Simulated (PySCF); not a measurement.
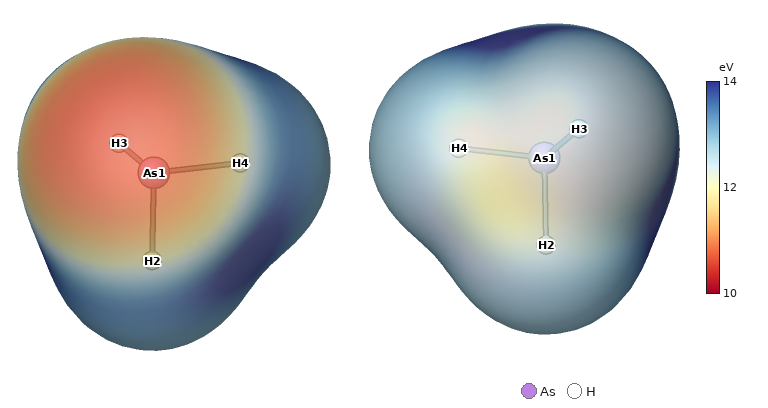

Figure 1: AsH3, SMILES `[AsH3]`. Average local ionisation energy on the surface of electron density 0.001 a.u. (back view left, front view right).

Computed with PySCF, ωB97X/def2-TZVP, geometry: GFN2-xTB. No frequency check shows the geometry to be a minimum. GFN2-xTB bond lengths at metals and heavier atoms can be off by up to 0.1 Å and shapes distorted, which carries into these values.

The calculation's input:

```python
import numpy as np
from pyscf import gto, scf, dft
from pyscf.scf import atom_ks, atom_hf
from scipy.linalg import block_diag

def solve(mol, dm0=None, hcore=None):
    mf = (dft.UKS if mol.spin else dft.RKS)(mol, xc='wb97x')
    mf.grids.level = 3
    mf = mf.density_fit(auxbasis='def2-universal-jkfit')
    mf.conv_tol, mf.max_cycle = 1e-8, 80
    if hcore is not None:
        mf.get_hcore = lambda *args: hcore
    mf.kernel(dm0)
    if not mf.converged:
        mf = mf.newton().run(mf.mo_coeff, mf.mo_occ, max_cycle=30)
    assert mf.converged, 'SCF not converged'
    return mf

mol = gto.M(atom='''
As    -0.00002     0.00002    -0.07290
H      0.31435    -1.17234     0.80144
H      0.85815     0.85785     0.80198
H     -1.17198     0.31369     0.80222
''', basis='def2-tzvp', charge=0, spin=0, verbose=4)
mf = solve(mol)
mf.analyze()
# spherically averaged free atoms, for the promolecule
atm = atom_ks.get_atm_nrks(mol, xc='wb97x')
pro = block_diag(*[(atm[a[0]][2] * atm[a[0]][3]) @ atm[a[0]][2].T for a in mol._atom])
np.savez('result.npz', e=mf.e_tot, c=mf.mo_coeff, occ=mf.mo_occ, eps=mf.mo_energy, pro=pro, dip=mf.dip_moment(verbose=0), s2=mf.spin_square()[0])
```

Launched as:

```sh
OMP_NUM_THREADS=1 python input.py
```

The run took 5.8 s on 1 thread of Intel(R) Xeon(R) Platinum 8259CL CPU @ 2.50GHz (Skylake/Cascade Lake), on a shared host, peak memory 0.25 GiB.

Partitions, critical points and surface values were worked out afterwards from this run's density.

**Locate the minima of the map.**

The lowest value is 10.6 eV, 2.4 Å from As1. Further minima include 12.0 eV, about equally far (1.9 Å) from H2, H3 and H4, over As1 (2.4 Å). For comparison, the highest occupied orbital lies at −10.3 eV.

**What volume does the surface enclose, and what is the dipole moment?**

About 61 Å³; the dipole moment is 0.3 D.
